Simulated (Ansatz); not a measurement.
# Cu(111) with 4 thermally displaced layers, 2x2: scattering by thermal displacements, part 2 of 2

Wanted: the phonon-limited resistivity of Cu at 300 K by the Landauer route. The measured value for the pure metal at this temperature is 1.725 µΩ cm (CRC Handbook of Chemistry and Physics, 84th ed., 2003, Electrical Resistivity of Pure Metals).

Ansatz 0.2.0; Ansatz plane-wave DFT, PBE, PAW files; ballistic transport by layer matching (Landauer), zero bias; PAW set soft_1.

So far. Step 3 (With 8 displaced layers): Over the solved energies the transmission per spin lies between 3.05 and 3.07, out of 3.21 channels of the lead on average (up to 3.21).

## Step 4: With 12 displaced layers

System of this step: Cu(111) with 12 thermally displaced layers, 2x2. The cell holds 72 atoms: 72 Cu. Cell: a = 5.112 Å, b = 5.112 Å, c = 37.568 Å, α = 90.0°, β = 90.0°, γ = 120.0°. It derives from Cu. Regions: lead, 24 atoms (24 Cu); scattering region, 48 atoms (48 Cu). The structure is stacked along c, and the current runs across the ab planes.

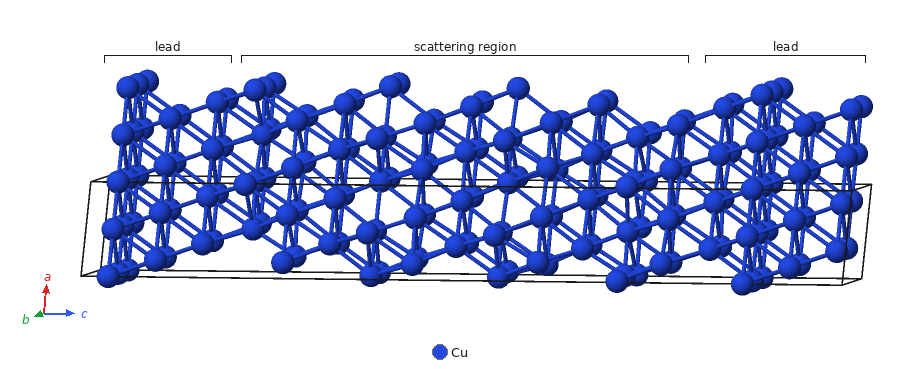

The cell of this step (copper blue). 2×1×1 cells are drawn. Some periodic images of atoms are drawn too.

File input.yaml:

```yaml
crystal:
  lattice:
    - [5.1123254594, 0.0, 0.0]
    - [-2.5561627297, 4.4274037203, 0.0]
    - [0.0, 0.0, 37.567766324]
  atoms:
    - { symbol: Cu, position: [0.0, 0.0, 0.0277777778] }
    - { symbol: Cu, position: [0.0, 0.5, 0.0277777778] }
    - { symbol: Cu, position: [0.5, 0.0, 0.0277777778] }
    - { symbol: Cu, position: [0.5, 0.5, 0.0277777778] }
    - { symbol: Cu, position: [0.1666666667, 0.3333333333, 0.0833333333] }
    - { symbol: Cu, position: [0.1666666667, 0.8333333333, 0.0833333333] }
    - { symbol: Cu, position: [0.6666666667, 0.3333333333, 0.0833333333] }
    - { symbol: Cu, position: [0.6666666667, 0.8333333333, 0.0833333333] }
    - { symbol: Cu, position: [0.3333333333, 0.1666666667, 0.1388888889] }
    - { symbol: Cu, position: [0.3333333333, 0.6666666667, 0.1388888889] }
    - { symbol: Cu, position: [0.8333333333, 0.1666666667, 0.1388888889] }
    - { symbol: Cu, position: [0.8333333333, 0.6666666667, 0.1388888889] }
    - { symbol: Cu, position: [0.9908585353, 0.9983738628, 0.1949653469] }
    - { symbol: Cu, position: [0.9779479435, 0.4662071477, 0.1942947999] }
    - { symbol: Cu, position: [0.5129535966, 0.0190507096, 0.1956407736] }
    - { symbol: Cu, position: [0.4838521501, 0.4872855995, 0.1986069063] }
    - { symbol: Cu, position: [0.1942638101, 0.3655057753, 0.2544085062] }
    - { symbol: Cu, position: [0.1576049196, 0.8401012621, 0.2509485253] }
    - { symbol: Cu, position: [0.6799399173, 0.3428527932, 0.2504183059] }
    - { symbol: Cu, position: [0.6561187194, 0.8069392954, 0.2496575764] }
    - { symbol: Cu, position: [0.3230670798, 0.1688816106, 0.3045876127] }
    - { symbol: Cu, position: [0.3499372925, 0.6810551633, 0.3061946294] }
    - { symbol: Cu, position: [0.8389596639, 0.1682994377, 0.304628497] }
    - { symbol: Cu, position: [0.8264772897, 0.6579597771, 0.3063587902] }
    - { symbol: Cu, position: [0.0053204089, 0.010211396, 0.3583604622] }
    - { symbol: Cu, position: [0.0068069565, 0.4866019074, 0.3595909553] }
    - { symbol: Cu, position: [0.4920478329, 0.9901031649, 0.3617138163] }
    - { symbol: Cu, position: [0.4818714663, 0.4812127573, 0.3593600784] }
    - { symbol: Cu, position: [0.1870149346, 0.3341108082, 0.4142495741] }
    - { symbol: Cu, position: [0.1531276549, 0.8060004147, 0.4203715367] }
    - { symbol: Cu, position: [0.6476794632, 0.3417434615, 0.4177921137] }
    - { symbol: Cu, position: [0.6472447771, 0.8386082153, 0.4187310732] }
    - { symbol: Cu, position: [0.3427392767, 0.1712518738, 0.4741871002] }
    - { symbol: Cu, position: [0.3387361636, 0.6725765649, 0.4719598962] }
    - { symbol: Cu, position: [0.8346766228, 0.1501296085, 0.4738613789] }
    - { symbol: Cu, position: [0.8160664382, 0.6475074336, 0.4729783829] }
    - { symbol: Cu, position: [0.0342021356, 0.0168935589, 0.526710248] }
    - { symbol: Cu, position: [0.0066302678, 0.4920210228, 0.5275210251] }
    - { symbol: Cu, position: [0.481009025, 0.9592940114, 0.5281744704] }
    - { symbol: Cu, position: [0.478210785, 0.4877489743, 0.5247254046] }
    - { symbol: Cu, position: [0.1353098432, 0.3167632452, 0.5850425353] }
    - { symbol: Cu, position: [0.1917911845, 0.8328905616, 0.5855936256] }
    - { symbol: Cu, position: [0.6458570906, 0.2997461884, 0.5836436999] }
    - { symbol: Cu, position: [0.6696817256, 0.8258039343, 0.5839590164] }
    - { symbol: Cu, position: [0.3344601431, 0.1514994034, 0.6358314567] }
    - { symbol: Cu, position: [0.3281135147, 0.6629590193, 0.638158784] }
    - { symbol: Cu, position: [0.8635090568, 0.1969796502, 0.6380263208] }
    - { symbol: Cu, position: [0.8522302214, 0.6831957665, 0.6403653089] }
    - { symbol: Cu, position: [0.0125167955, 0.9931622492, 0.6959760368] }
    - { symbol: Cu, position: [0.0378578452, 0.5141177904, 0.6931611027] }
    - { symbol: Cu, position: [0.5203332404, 0.0221759165, 0.6952083424] }
    - { symbol: Cu, position: [0.5049822982, 0.5271069078, 0.6918571003] }
    - { symbol: Cu, position: [0.1741833217, 0.3330491811, 0.7475288003] }
    - { symbol: Cu, position: [0.1882740865, 0.839444587, 0.7475844231] }
    - { symbol: Cu, position: [0.6720300026, 0.3257515173, 0.746060731] }
    - { symbol: Cu, position: [0.6585010516, 0.8379630752, 0.751316071] }
    - { symbol: Cu, position: [0.3362488148, 0.167460069, 0.8065285576] }
    - { symbol: Cu, position: [0.3404613336, 0.6873419317, 0.8058632826] }
    - { symbol: Cu, position: [0.8425548752, 0.1761667463, 0.80336694] }
    - { symbol: Cu, position: [0.8359697696, 0.6935188309, 0.8062497321] }
    - { symbol: Cu, position: [0.0, 0.0, 0.8611111111] }
    - { symbol: Cu, position: [0.0, 0.5, 0.8611111111] }
    - { symbol: Cu, position: [0.5, 0.0, 0.8611111111] }
    - { symbol: Cu, position: [0.5, 0.5, 0.8611111111] }
    - { symbol: Cu, position: [0.1666666667, 0.3333333333, 0.9166666667] }
    - { symbol: Cu, position: [0.1666666667, 0.8333333333, 0.9166666667] }
    - { symbol: Cu, position: [0.6666666667, 0.3333333333, 0.9166666667] }
    - { symbol: Cu, position: [0.6666666667, 0.8333333333, 0.9166666667] }
    - { symbol: Cu, position: [0.3333333333, 0.1666666667, 0.9722222222] }
    - { symbol: Cu, position: [0.3333333333, 0.6666666667, 0.9722222222] }
    - { symbol: Cu, position: [0.8333333333, 0.1666666667, 0.9722222222] }
    - { symbol: Cu, position: [0.8333333333, 0.6666666667, 0.9722222222] }
kpoints:
  mp_grid: { grid: [5, 5, 1] }
hamiltonian:
  xc: pbe
  pseudopotentials: { kind: paw, azcp: { folder: soft_1 } }
scf:
  occupations: { method: fermi_dirac, width: 0.1 }
output:
  transmission:
    leads: [[0, 4]]
    kmesh: [10, 10]
    e_range: [-0.05, 0.05]
    de: 0.05
  write_potential: true
  write_density: true
  volumetric_format: npy
```

The run is started by

```
$ ansatz run input.yaml --threads 4 --pin off --max-ram 15360MiB --backend cpu --events-out ev --progress --plain --runs-dir out
```

Numbers of over 12 decimals in the logs are rounded to 6 here.

The program printed:

```text
[...]
Crystal: 72 atoms, lattice volume = 850.321 Å³
Basis set: ecut = 420 eV, 16727 PW (Γ)
Bands: 821, of which v1, the nominal top of the filled ones, is band 684 counted from 1 (683 counted from 0)
Symmetry: 1 space group operations
[...]
k-points: 13 of 25 (time reversal used)
[...]
SCF iter   1: F=—  HF=-477076.137746 eV  |F-HF|=—  |Δ(HF+E_count)|=         —  Δρ=2.66e-1  dr2=3.62e2  ethr=3.10e-3  ⟨swp⟩=4.8  Hψ=31552  notcnv=0  defer=43
[...]
SCF iter  13: F=-477010.651494 eV  HF=-477010.651494 eV  |F-HF|=2.70e-8  |Δ(HF+E_count)|=   1.40e-8  Δρ=9.28e-7  dr2=3.10e-8  ethr=7.31e-12  ⟨swp⟩=7.1  Hψ=37335  notcnv=0
SCF 1 converged in 13 iterations: F = -477010.651494 eV  dr2 = 3.10e-8
[...]
transmission: 315 of 3120 steps passed
transmission: 630 of 3120 steps passed
[...]
transmission: 3120 of 3120 steps passed
SCF converged after 13 iterations
Free energy (F): -477010.651494 eV
[...]
Internal energy: -477009.816604 eV  (E = F + TS)
E sigma→0 (E₀):  -477010.234049 eV
Entropy (-TS):   -0.834890 eV (-11.596 meV/atom)
Fermi energy:    16.322411 eV
[...]
--- Band table (eV; the first three rows and the last of 13) ---
  k-point 0: bands = [... 680 lower, 16.3650, 16.7685, 16.8022, 16.8075, 16.8298, 16.8360, 16.8643, 17.1195, ... 133 higher]
  k-point 1: bands = [... 680 lower, 16.0157, 16.1575, 16.1633, 16.3193, 16.3296, 16.4416, 16.4710, 16.4925, ... 133 higher]
  k-point 2: bands = [... 680 lower, 16.1235, 16.1446, 16.2280, 16.2336, 16.3193, 16.3455, 16.3836, 16.4585, ... 133 higher]
  k-point 12: bands = [... 680 lower, 15.8469, 15.9765, 15.9811, 16.3341, 16.3450, 16.8127, 16.8273, 16.9485, ... 133 higher]
--- Transmission ---
  basis      : 199 plane waves across, 60 finite elements along
  points     : 52, standing for a mesh of 10 x 10
[...]
channels       : 3.210000e0 a spin
[...]
junction   : crystal 0 to crystal 0, 0.70 to 36.18 Å
    transmission   : 2.996141e0 a spin
[...]
```

Wall time 34 min (4 threads of Arm Neoverse V1, shared host); peak memory 7.4 GiB; 2.1 h of CPU time.

Numbers from this step:

```yaml
free_energy: -477010.6515 eV
energy_at_zero_smearing: -477010.2340 eV
fermi_energy: 16.32 eV
transmission_per_spin_nearest_the_fermi_level: 2.996
step_of_the_lead_s_potential: 3.7 meV
```

Per spin. The transmission, zone mean by energy, zero at the Fermi level:

| energy (eV) | transmission, zone mean |
| --- | --- |
| -0.0500 | 2.96 |
| 0.0000 | 3.00 |
| 0.0500 | 3.01 |

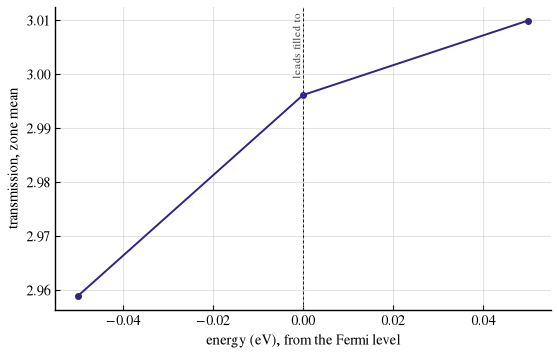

Transmission, zone mean against energy.

Over the solved energies the transmission per spin lies between 2.96 and 3.01, out of 3.21 channels of the lead on average (up to 3.21).

## Step 5: Resistance against length

This step: Ansatz plane-wave DFT, PBE, PAW files; ballistic transport by layer matching (Landauer), zero bias; resistivity from the slope of the area resistance; PAW set soft_1 (Ansatz 0.2.0).

This step gave:

```
resistivity           : 2.790 µΩ cm
intercept             : -0.002209 fΩ m²
scatter about the fit : 2.13e-4 fΩ m²
```

Resistance, by row:

| run | length (Å) | T | channels N | RA (fΩ m²) |
| --- | --- | --- | --- | --- |
| n4 | 8.348 | 3.138 | 3.21 | 0.02093 |
| n8 | 16.7 | 3.06 | 3.21 | 0.04467 |
| n12 | 25.05 | 2.988 | 3.21 | 0.06751 |

Area resistance against length of the displaced region:

| length of the displaced region (Å) | area resistance (fΩ m²) |
| --- | --- |
| 8.35 | 0.0209 |
| 16.70 | 0.0447 |
| 25.05 | 0.0675 |

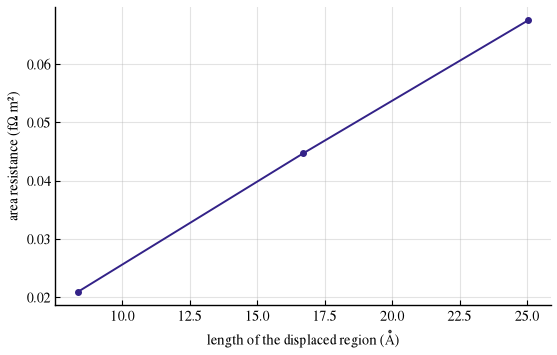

Area resistance, plotted against length of the displaced region.

The area resistance goes from 0.021 to 0.068 fΩ m² between 8.3 and 25.0 Å, a slope of 2.8 µΩ cm.

By hand from the end points: (0.06751 − 0.02093) fΩ m² / (25.05 − 8.35) Å = 2.8 µΩ cm, since 1 fΩ m² per Å is 1000 µΩ cm.

## Step 6: What came out

```yaml
resistivity_from_the_slope: 2.79 µΩ cm
area_resistance_over_8p35_a: 0.0209 fΩ m²
area_resistance_over_16p7_a: 0.0447 fΩ m²
area_resistance_over_25p0_a: 0.0675 fΩ m²
```

In words: The slope gives 2.8 µΩ cm. The points scatter by 2.1e-4 fΩ m² about the line, with one random draw a length in a 2x2 cell, so the slope is a rough value. The mean square of the displacements drawn is 0.75, 0.94 and 0.81 of the nominal one at the three lengths; with each resistance scaled back by that, the slope is 3.3 µΩ cm, the value used below. Read with a model of isotropic scattering on a spherical Fermi surface and the lead's 1.1×10¹⁵ S/m², this slope means a mean free path near 247 Å; over these lengths the model's slope is 1.20 times its bulk resistivity, which would be 2.8 µΩ cm. Uncorrelated displacements put too much weight on short waves, which scatter strongly; with the sideways repeat of a small cell, one draw and three short lengths, the method is good to a factor of two or three. The measured value is 1.725 µΩ cm (CRC Handbook of Chemistry and Physics, 84th ed., 2003, Electrical Resistivity of Pure Metals); the scaled slope is 1.9 times that and the corrected value 1.6: clearly high.

[Logs are printed without paths, hosts, clocks, repeated set-up lines and the standing remarks that a program may print on its own settings, such as how far it seeks lower states.]

[Hosts, paths, dates, database ids (printed as entryN), source tags and the programs' standing remarks are cut or masked in the printed files.]
